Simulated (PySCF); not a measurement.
```xyz
17
charge 0, multiplicity 1
C     2.5535    0.6112   -0.2011
C     1.1285    0.3691    0.2792
C     0.5450   -0.9204   -0.2855
Ge   -1.3134   -1.2018    0.3431
Ge   -2.6967    0.6880   -0.0896
H     2.5844    0.6772   -1.2870
H     2.9454    1.5384    0.2115
H     3.2026   -0.2052    0.1095
H     0.4964    1.2126   -0.0219
H     1.1174    0.3245    1.3722
H     1.1678   -1.7684    0.0043
H     0.5524   -0.8769   -1.3769
H    -1.8797   -2.4590   -0.2761
H    -1.2917   -1.5078    1.8225
H    -2.6302    1.7414    0.9758
H    -2.3330    1.4092   -1.3555
H    -4.1557    0.3799   -0.2347
```

Describe the molecule in this file.

It has 17 atoms: 3 carbon, 12 hydrogen and 2 germanium (C₃H₁₂Ge₂). As SMILES it reads `CC[CH2][GeH2][GeH3]`. The point group is C1. Coordination: 3 C tetrahedral; 2 Ge tetrahedral.

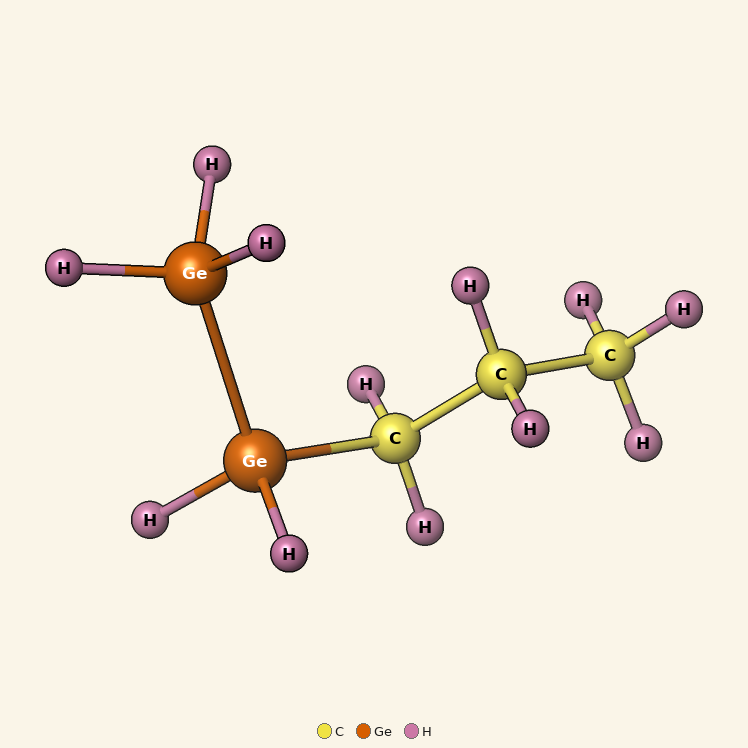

Figure made from data computed with PySCF.
